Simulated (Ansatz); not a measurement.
# CH₅NSSi: from a rough start to a minimum

Aim: relax CH₅NSSi from a cheap starting geometry, then compute its harmonic vibrations to see whether it is a minimum and to get the zero-point energy and entropy, and look at its orbitals and charge.

Program: Ansatz 0.2.0, Gaussian basis. Level of theory: RKS PBE0-D4/def2-TZVP. These are calculated values, not measurements.

Levels to be run: relaxation at PBE-D4/def2-SVP; relaxation at PBE0-D4/def2-TZVP; harmonic vibrations at the same level; a single point in def2-TZVPP for the fields.

## 1. The system as given

SMILES `C=N[SiH2]S`, 9 atoms, charge 0, spin multiplicity 1.

Atoms are counted from 1 here; the program's logs count them from 0.

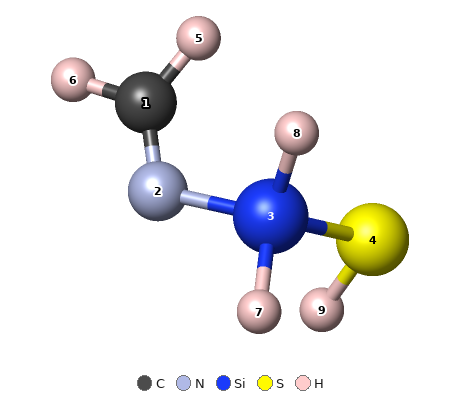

Start geometry, drawn with carbon dark grey, nitrogen light blue, silicon blue, sulfur yellow, hydrogen pink; atoms are numbered from 1 in the order of the file.

The start is a force-field geometry with small random shifts, so a cheaper pass at PBE-D4/def2-SVP comes first.

## 2. Geometry optimisation, PBE-D4/def2-SVP (cheap first pass)

File in.yaml:

```yaml
crystal:
  periodic: [false, false, false]
  atoms:
    - {symbol: C, position_ang: [-0.080100, 1.217400, -1.045800]}
    - {symbol: N, position_ang: [0.463100, 0.911000, 0.028400]}
    - {symbol: Si, position_ang: [0.525700, -0.790500, 0.328800]}
    - {symbol: S, position_ang: [-1.236900, -1.336000, 1.202300]}
    - {symbol: H, position_ang: [-0.576900, 0.561200, -1.810100]}
    - {symbol: H, position_ang: [-0.212900, 2.350700, -1.302000]}
    - {symbol: H, position_ang: [1.681100, -1.056100, 1.304100]}
    - {symbol: H, position_ang: [0.793100, -1.491700, -0.945700]}
    - {symbol: H, position_ang: [-1.267700, -0.412400, 2.223000]}
basis:
  gaussian: {orbitals: def2-SVP}
hamiltonian: {xc: pbe, dispersion: d4}
relax: {f_tol: 0.03, max_steps: 200}
```

The run is started by

```console
ansatz run in.yaml --threads 2 --pin off --events-out ev --progress --plain --max-ram 4352MiB
```

The program printed, cut to the lines that bear on the results:

```text
Functional definition: PBE
  name "PBE"
  cite "Perdew, Burke & Ernzerhof, Phys. Rev. Lett. 77, 3865 (1996) doi:10.1103/PhysRevLett.77.3865"
  parent pbe
[...]
1021 factors; their error is unknown
[...]
mean field -21301.35790517 eV, -782.8104644361 hartree, gradient 6.7e-5 eV, S^2 0.000000; 0 other end points of the search recorded, 0 dependent functions left out
[...]
reference -21301.35793676 eV, -782.8104655970 hartree; 24, 24 occupied and 65, 65 virtual orbitals, 1021 factors
relax step   1: F+E_penalty+E_count = -21301.56840378 eV  Δ(F+E_penalty+E_count) = +0.000e0 eV  max|allowed force component| = 3.090e0 eV/Å  Δτ_max = 0.0000 Å  (28 SCF iters, accepted)
[...]
relax step   4: F+E_penalty+E_count = -21301.98423273 eV  Δ(F+E_penalty+E_count) = -4.788e-2 eV  max|allowed force component| = 4.806e-1 eV/Å  Δτ_max = 0.2000 Å  (28 SCF iters, accepted)
[...]
relax step   7: F+E_penalty+E_count = -21302.01476789 eV  Δ(F+E_penalty+E_count) = -8.489e-3 eV  max|allowed force component| = 8.329e-2 eV/Å  Δτ_max = 0.0881 Å  (28 SCF iters, accepted)
[...]
relax step  10: F+E_penalty+E_count = -21302.02516459 eV  Δ(F+E_penalty+E_count) = -1.992e-3 eV  max|allowed force component| = 3.517e-1 eV/Å  Δτ_max = 0.0635 Å  (28 SCF iters, accepted)
[...]
relax step  12: F+E_penalty+E_count = -21302.02735930 eV  Δ(F+E_penalty+E_count) = -1.917e-4 eV  max|allowed force component| = 7.355e-2 eV/Å  Δτ_max = 0.0273 Å  (31 SCF iters, accepted)
[...]
relax step  13: F+E_penalty+E_count = -21302.02820078 eV  Δ(F+E_penalty+E_count) = -8.415e-4 eV  max|allowed force component| = 2.474e-2 eV/Å  Δτ_max = 0.0095 Å  (30 SCF iters, accepted)
1021 factors; their error is unknown
mean field -21301.83008020 eV, -782.8278165484 hartree, gradient 1.7e-5 eV, S^2 0.000000; 1 other end points of the search recorded, 0 dependent functions left out
[...]
reference -21301.83011260 eV, -782.8278177391 hartree; 24, 24 occupied and 65, 65 virtual orbitals, 1021 factors
Total energy: -21302.02823318 eV, -782.8350985361 hartree
Atom 0 at    -0.023657     1.375735    -1.183555 Å, force     0.004944     0.008774    -0.010925 eV/Å
Atom 1 at     0.115160     0.899858    -0.010146 Å, force    -0.004345    -0.008027    -0.008553 eV/Å
Atom 2 at     0.403166    -0.803394     0.360715 Å, force     0.010860     0.009803     0.024743 eV/Å
Atom 3 at    -1.261491    -1.567704     1.492734 Å, force    -0.007326     0.011199     0.016021 eV/Å
Atom 4 at     0.031872     0.777825    -2.131840 Å, force    -0.000063    -0.001781     0.009262 eV/Å
Atom 5 at    -0.216892     2.464917    -1.329611 Å, force    -0.003164     0.001150     0.002144 eV/Å
Atom 6 at     1.681635    -0.845723     1.146078 Å, force    -0.002036    -0.002265    -0.006515 eV/Å
Atom 7 at     0.483797    -1.706812    -0.846379 Å, force     0.000671    -0.004789    -0.010945 eV/Å
Atom 8 at    -1.125088    -0.641101     2.485005 Å, force     0.000459    -0.014065    -0.015231 eV/Å
Dipole moment:     0.103797     0.169976    -0.208970 e Å
```

Run time: 17 s. Hardware: 2 threads of Intel Xeon Platinum 8488C, shared host.

Along the way: (the energy doesn't fall at every step)

```csv
step,energy from step 1 (eV),largest force component (eV/Å)
1,0.0000,3.0902
2,-0.2640,1.4680
3,-0.3679,0.9283
4,-0.4158,0.4806
5,-0.3860,0.7243
6,-0.4379,0.1115
7,-0.4464,0.0833
8,-0.4534,0.2248
9,-0.4548,0.4499
10,-0.4568,0.3517
11,-0.4588,0.0913
12,-0.4590,0.0735
13,-0.4598,0.0247
```

Distances of close pairs at the start and the end, largest changes first:

```csv
bond,before (Å),after (Å),change (Å)
Si3–S4,2.041,2.153,+0.112
C1–H6,1.169,1.116,-0.054
N2–Si3,1.729,1.767,+0.038
Si3–H7,1.535,1.501,-0.034
C1–N2,1.242,1.274,+0.032
Si3–H8,1.479,1.510,+0.031
S4–H9,1.377,1.364,-0.012
C1–H5,1.123,1.122,-0.001
```

## 3. Geometry optimisation, PBE0-D4/def2-TZVP

File in.yaml:

```yaml
crystal:
  periodic: [false, false, false]
  atoms:
    - {symbol: C, position_ang: [-0.023657, 1.375735, -1.183555]}
    - {symbol: N, position_ang: [0.115160, 0.899858, -0.010146]}
    - {symbol: Si, position_ang: [0.403166, -0.803394, 0.360715]}
    - {symbol: S, position_ang: [-1.261491, -1.567704, 1.492734]}
    - {symbol: H, position_ang: [0.031872, 0.777825, -2.131840]}
    - {symbol: H, position_ang: [-0.216892, 2.464917, -1.329611]}
    - {symbol: H, position_ang: [1.681635, -0.845723, 1.146078]}
    - {symbol: H, position_ang: [0.483797, -1.706812, -0.846379]}
    - {symbol: H, position_ang: [-1.125088, -0.641101, 2.485005]}
basis:
  gaussian: {orbitals: def2-TZVP}
hamiltonian: {xc: pbe0, dispersion: d4}
relax: {f_tol: 0.005, max_steps: 150}
```

The command is unchanged.

The program printed, cut to the lines that bear on the results:

```text
Functional definition: PBE0
  name "PBE0"
  cite "Adamo & Barone, J. Chem. Phys. 110, 6158 (1999) doi:10.1063/1.478522"
  cite "Perdew, Burke & Ernzerhof, Phys. Rev. Lett. 77, 3865 (1996) doi:10.1103/PhysRevLett.77.3865"
  parent pbe
[...]
1094 factors; their error is unknown
[...]
mean field -21313.24882499 eV, -783.2474476796 hartree, gradient 3.0e-5 eV, S^2 0.000000; 0 other end points of the search recorded, 0 dependent functions left out
[...]
reference -21313.24885620 eV, -783.2474488263 hartree; 24, 24 occupied and 142, 142 virtual orbitals, 1094 factors
relax step   1: F+E_penalty+E_count = -21313.41669907 eV  Δ(F+E_penalty+E_count) = +0.000e0 eV  max|allowed force component| = 9.846e-1 eV/Å  Δτ_max = 0.0000 Å  (29 SCF iters, accepted)
[...]
Total energy: -21313.46959014 eV, -783.2555606489 hartree
Atom 0 at    -0.017068     1.356615    -1.180996 Å, force    -0.000495     0.001377    -0.002230 eV/Å
Atom 1 at     0.115986     0.905134    -0.014576 Å, force     0.000129    -0.000233     0.001219 eV/Å
Atom 2 at     0.387756    -0.771057     0.360649 Å, force     0.002072     0.000773     0.000272 eV/Å
Atom 3 at    -1.256099    -1.545187     1.468269 Å, force    -0.000640    -0.000704     0.000646 eV/Å
Atom 4 at     0.027600     0.740834    -2.093547 Å, force    -0.000115     0.000439     0.001422 eV/Å
Atom 5 at    -0.191409     2.426665    -1.342893 Å, force     0.000179    -0.000861    -0.000428 eV/Å
Atom 6 at     1.645054    -0.829840     1.141812 Å, force    -0.001178    -0.000486    -0.000196 eV/Å
Atom 7 at     0.470099    -1.639913    -0.848031 Å, force    -0.000083    -0.000406    -0.000383 eV/Å
Atom 8 at    -1.093418    -0.689649     2.492313 Å, force     0.000131     0.000101    -0.000322 eV/Å
Dipole moment:     0.101501     0.174751    -0.253730 e Å
```

It took 29 s on 2 threads of Intel Xeon Platinum 8488C, shared host.

Step by step:

```csv
step,energy from step 1 (eV),largest force component (eV/Å)
1,0.0000,0.9846
2,-0.0472,0.2712
3,-0.0522,0.0963
4,-0.0514,0.1658
5,-0.0527,0.0226
6,-0.0528,0.0196
7,-0.0528,0.0223
8,-0.0529,0.0065
9,-0.0529,0.0022
```

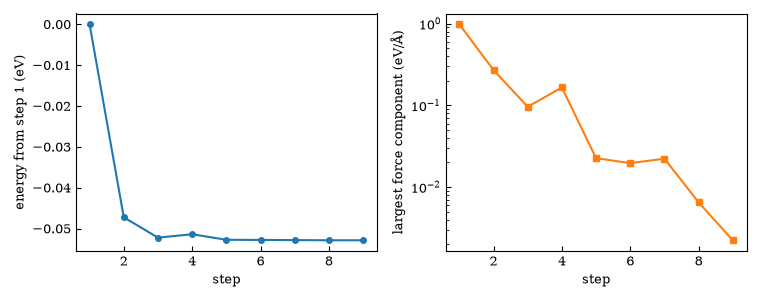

Energy and force, step by step.

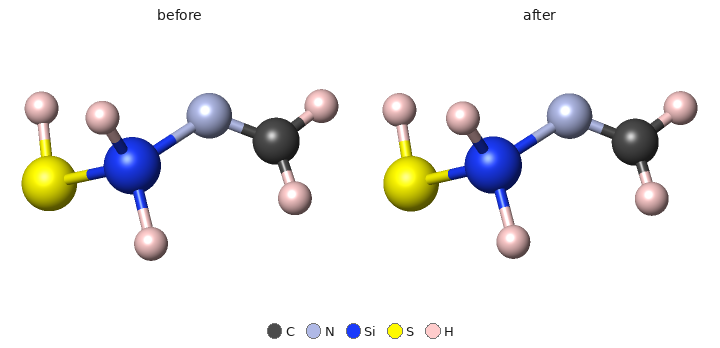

The geometry before (left) and after (right).

Close pairs (by a distance rule), those that changed most:

```csv
bond,before (Å),after (Å),change (Å)
N2–Si3,1.767,1.739,-0.028
Si3–S4,2.153,2.128,-0.025
C1–H5,1.122,1.102,-0.021
S4–H9,1.364,1.344,-0.020
Si3–H7,1.501,1.481,-0.020
C1–H6,1.116,1.096,-0.020
Si3–H8,1.510,1.491,-0.019
C1–N2,1.274,1.258,-0.016
```

Mulliken charges at the end point, from the run's report:

```csv
atom,value (e)
C1,-0.11
N2,-0.25
Si3,0.33
S4,-0.32
H5,0.10
H6,0.13
H7,-0.02
H8,-0.04
H9,0.17
```

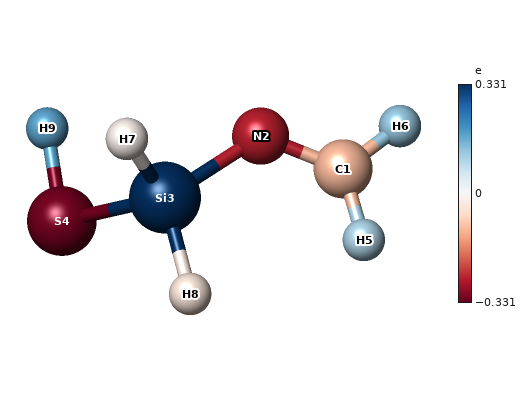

Mulliken charges at the end point, from the run's report, as colours on the atoms.

## 4. Vibrations by finite differences

File in.yaml:

```yaml
crystal:
  periodic: [false, false, false]
  atoms:
    - {symbol: C, position_ang: [-0.017068, 1.356615, -1.180996]}
    - {symbol: N, position_ang: [0.115986, 0.905134, -0.014576]}
    - {symbol: Si, position_ang: [0.387756, -0.771057, 0.360649]}
    - {symbol: S, position_ang: [-1.256099, -1.545187, 1.468269]}
    - {symbol: H, position_ang: [0.027600, 0.740834, -2.093547]}
    - {symbol: H, position_ang: [-0.191409, 2.426665, -1.342893]}
    - {symbol: H, position_ang: [1.645054, -0.829840, 1.141812]}
    - {symbol: H, position_ang: [0.470099, -1.639913, -0.848031]}
    - {symbol: H, position_ang: [-1.093418, -0.689649, 2.492313]}
basis:
  gaussian: {orbitals: def2-TZVP}
hamiltonian: {xc: pbe0, dispersion: d4}
phonons: {temperatures: {t_min: 298.15, t_max: 900, t_step: 200}}
```

Launched as before.

The program printed, cut to the lines that bear on the results:

```text
Functional definition: PBE0
  name "PBE0"
  cite "Adamo & Barone, J. Chem. Phys. 110, 6158 (1999) doi:10.1063/1.478522"
  cite "Perdew, Burke & Ernzerhof, Phys. Rev. Lett. 77, 3865 (1996) doi:10.1103/PhysRevLett.77.3865"
  parent pbe
[...]
1094 factors; their error is unknown
[...]
mean field -21313.30020740 eV, -783.2493359483 hartree, gradient 3.5e-5 eV, S^2 0.000000; 0 other end points of the search recorded, 0 dependent functions left out
[...]
reference -21313.30023830 eV, -783.2493370836 hartree; 24, 24 occupied and 142, 142 virtual orbitals, 1094 factors
[...]
1094 factors; their error is unknown
mean field -21313.30015916 eV, -783.2493341755 hartree, gradient 2.0e-6 eV, S^2 0.000000; 0 other end points of the search recorded, 0 dependent functions left out
[...]
reference -21313.30019006 eV, -783.2493353109 hartree; 24, 24 occupied and 142, 142 virtual orbitals, 1094 factors
[...]
Atom 1 at     0.115986     0.905134    -0.014576 Å, force     0.000149    -0.000216     0.001247 eV/Å
Atom 2 at     0.387756    -0.771057     0.360649 Å, force     0.002075     0.000767     0.000261 eV/Å
Atom 3 at    -1.256099    -1.545187     1.468269 Å, force    -0.000639    -0.000729     0.000620 eV/Å
Atom 4 at     0.027600     0.740834    -2.093547 Å, force    -0.000114     0.000404     0.001480 eV/Å
Atom 5 at    -0.191409     2.426665    -1.342893 Å, force     0.000176    -0.000850    -0.000427 eV/Å
Atom 6 at     1.645054    -0.829840     1.141812 Å, force    -0.001193    -0.000484    -0.000195 eV/Å
Atom 7 at     0.470099    -1.639913    -0.848031 Å, force    -0.000090    -0.000403    -0.000386 eV/Å
Atom 8 at    -1.093418    -0.689649     2.492313 Å, force     0.000137     0.000112    -0.000304 eV/Å
Dipole moment:     0.101501     0.174751    -0.253728 e Å
Vibrations: 89.38 144.10 234.38 257.94 501.79 520.53 570.55 712.02 739.99 796.27 879.50 938.32 1126.24 1218.66 1519.06 1761.92 2196.60 2247.27 2708.14 2974.30 3071.43 cm⁻¹, zero-point energy 1.562722 eV
```

Run time: 1.8 min. Hardware: 2 threads of Intel Xeon Platinum 8488C, shared host.

Motions are named by where the mode's potential energy lies. Wavenumbers, unscaled:

```csv
mode,cm⁻¹,motion
1,89,torsion
2,144,torsion with bend
3,234,torsion with bend
4,258,bend
5,502,Si–S stretch with torsion
6,521,bend with torsion
7,571,torsion with bend
8,712,bend
9,740,Si–N stretch
10,796,bend
11,880,bend
12,938,bend with torsion
13,1126,out-of-plane bend with bend
14,1219,bend
15,1519,bend
16,1762,C–N stretch
17,2197,Si–H stretch
18,2247,Si–H stretch
19,2708,S–H stretch
20,2974,C–H stretch
21,3071,C–H stretch
```

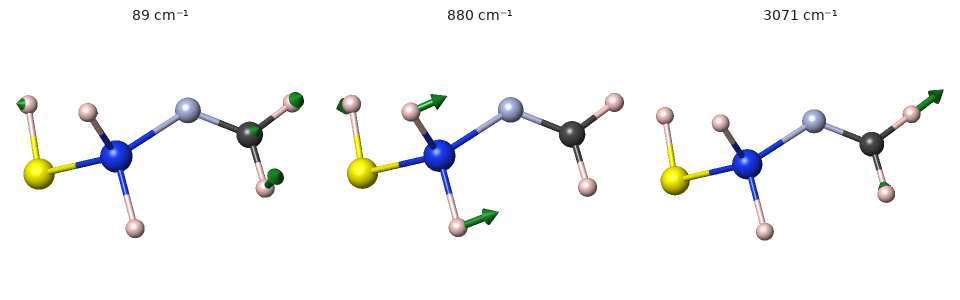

Displacements of 3 modes, as arrows.

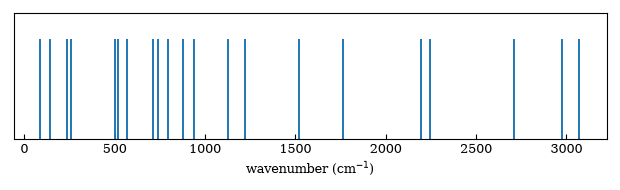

The harmonic wavenumbers as sticks (no intensities were computed).

From these modes and the moments of inertia (298.15 K, 1 bar, symmetry number 1):

```csv
term,value
zero-point energy,36.0 kcal/mol
H(298) − E,40.6 kcal/mol
"entropy, translation",165.1 J/(mol K)
"entropy, rotation",109.4 J/(mol K)
"entropy, vibration",53.8 J/(mol K)
"entropy, total",328.3 J/(mol K)
```

## 5. A single point for the fields

in.yaml: that of step 4 with these lines changed.

```diff
@@ -13,4 +13,4 @@
 basis:
-  gaussian: {orbitals: def2-TZVP}
+  gaussian: {orbitals: def2-TZVPP}
 hamiltonian: {xc: pbe0, dispersion: d4}
-phonons: {temperatures: {t_min: 298.15, t_max: 900, t_step: 200}}
+output: {orbitals: {seedname: orbitals}}
```

The command is unchanged.

The program printed:

```text
Functional definition: PBE0
  name "PBE0"
  cite "Adamo & Barone, J. Chem. Phys. 110, 6158 (1999) doi:10.1063/1.478522"
  cite "Perdew, Burke & Ernzerhof, Phys. Rev. Lett. 77, 3865 (1996) doi:10.1103/PhysRevLett.77.3865"
  parent pbe
  parameter a = 0.25
  parameter kappa = 0.804
  parameter beta = 0.06672455060314922
  exchange = (1 - a)*pbe_x(kappa = kappa, mu = beta*pi^2/3) + a*exact_x
  correlation = pbe_c(beta = beta)
1236 factors; their error is unknown
mean field evaluation 1: about -21308.2558 eV, gradient 4.9e1 eV
mean field evaluation 2: about -21300.7270 eV, gradient 7.4e1 eV
mean field evaluation 4: about -21313.2626 eV, gradient 5.0e0 eV
mean field evaluation 8: about -21313.3170 eV, gradient 4.8e-2 eV
mean field evaluation 16: about -21313.3443 eV, gradient 3.4e-5 eV
mean field -21313.34434637 eV, -783.2509580253 hartree, gradient 3.4e-5 eV, S^2 0.000000; 0 other end points of the search recorded, 0 dependent functions left out
reference -21313.34437733 eV, -783.2509591631 hartree; 24, 24 occupied and 192, 192 virtual orbitals, 1236 factors
Total energy: -21313.51372909 eV, -783.2571827254 hartree
```

Wall time 2.8 s (2 threads of Intel Xeon Platinum 8488C, shared host); peak memory 0.47 GiB.

The fields below are evaluated on a grid from the run's orbitals.

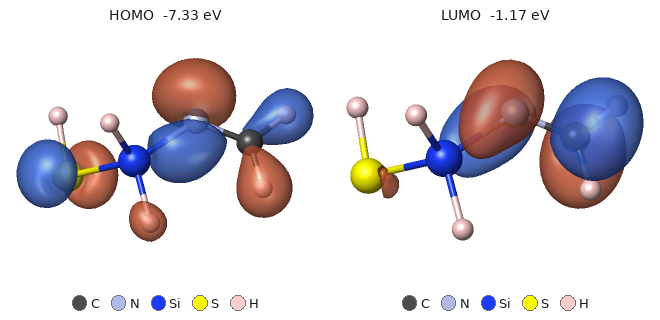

Frontier orbitals at PBE0-D4/def2-TZVPP; each surface holds 70 % of the orbital's density, blue and red mark the sign.

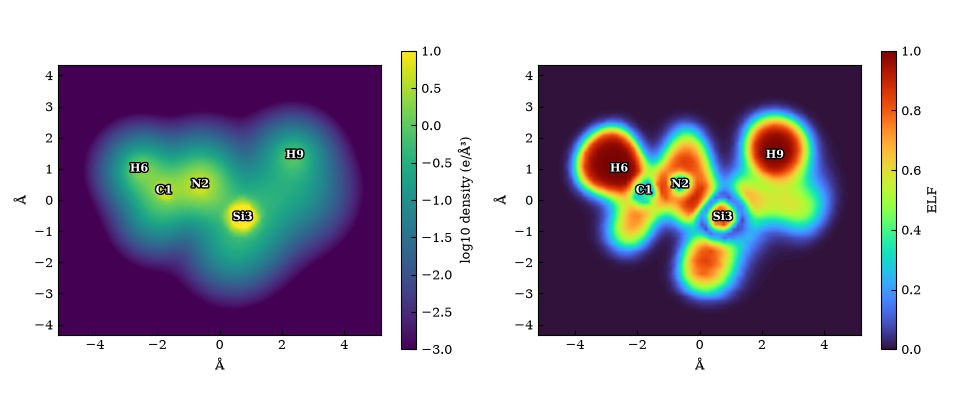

Density (left) and ELF (right) in a plane through or near 5 of the atoms.

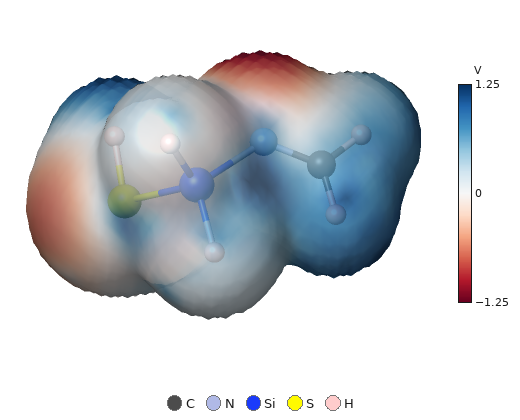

Electrostatic potential on the surface of density 0.002 e/bohr³; red is low, blue high. It runs from -1.25 V near N2 to 1.23 V near H9.

## 6. Results

| quantity | value |
| --- | --- |
| point group | C1 |
| steps | 13 + 9 |
| shift from the start (rms) | 0.362 Å |
| total energy | -21313.4696 eV |
| dispersion term | -169 meV |
| dipole moment | 1.56 D |
| lowest, highest wavenumber | 89, 3071 cm⁻¹ |
| zero-point energy | 36.0 kcal/mol |
| entropy at 298.15 K | 328.3 J/(mol K) |
| HOMO, LUMO | -7.33, -1.17 eV |

The atoms moved 0.36 Å (rms) from the start; the bond that changed most is Si3–S4, from 2.041 to 2.128 Å. No mode is imaginary: a true minimum at this level. The stiffest mode, 3071 cm⁻¹, is a C–H stretch, and 2 modes under 200 cm⁻¹ make the vibrational entropy uncertain. Harmonic hybrid wavenumbers usually lie a few per cent above measured fundamentals. The largest Mulliken charge, +0.33 e, sits on Si3. The HOMO lies mostly on N2 52 %; S4 16 % and the LUMO on C1 35 %; N2 30 %.
